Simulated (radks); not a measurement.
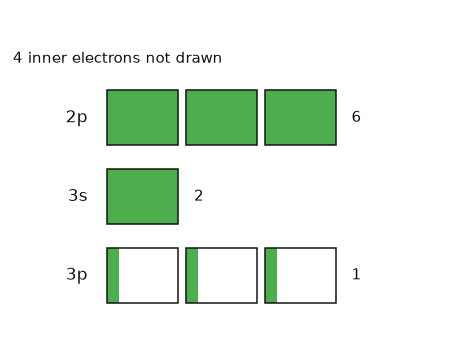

Figure 1. The outer shells as the input fills them: a box for each of the 2l + 1 orbitals, shaded by the share of the shell that is filled, with the electron count at the right.

# Atomic calculation for In³⁶⁺

In³⁶⁺ (Z = 49, 13 electrons) in the configuration [Ne] 3s2 3p1 (high spin). Computed at this level: scalar-relativistic Kohn-Sham, PBE, spin-polarised, spherical densities, finite nucleus (the in-house radial solver radks).

**Input file**
```
Z 49
configuration [Ne] 3s2 3p1
relativity scalar-relativistic
functional pbe,pbe
spin polarised
nucleus finite rms 4.6156 fm
c 137.035999084
history 1
mixing 0.5
max_iterations 81
```

Energies in input and log are in hartree, lengths in bohr (the nuclear radius in fm).

The run was one of a batch that the task file lists, launched with:
```bash
python <driver script> task.json out
```

**Output**
```
1s      1   1.0000       -1098.60183505
2s      1   1.0000        -227.45843841
2p      1   3.0000        -212.65285314
3s      1   1.0000         -90.16058359
3p      1   1.0000         -85.51092610
1s      2   1.0000       -1098.52044441
2s      2   1.0000        -227.38934236
2p      2   3.0000        -212.55976307
3s      2   1.0000         -89.81280281
3p      2   0.0000         -85.16672417
Etot -4791.66110196354
Ekin 5033.9342626211155
Encl -10359.63492875595
Eh 625.3685637565279
Exc -91.32899958523392
err 9.126222898414417e-09
it 32
```

**What the run reported**

| quantity | value |
| --- | --- |
| outcome | converged |
| total energy | −4791.6611 hartree |
| kinetic energy | 5033.9343 hartree |
| electron–nucleus energy | −10359.6349 hartree |
| Hartree energy | 625.368564 hartree |
| exchange–correlation energy | −91.329000 hartree |
| radius at density 0.001 e/bohr³ | 0.82 bohr |
| SCF iterations | 32 |
| hardware | 1 thread of Intel Xeon, 163 GiB of memory available, shared host |

**What is odd here**

A numerical setting was moved from its usual value: mixing history nhist = 1, mixing factor beta = 0.5. The program ran to the end, and its total energy equals that of the same run with the usual input (−4791.66110 hartree) within 10⁻⁵ hartree, so the oddity leaves no trace in it.
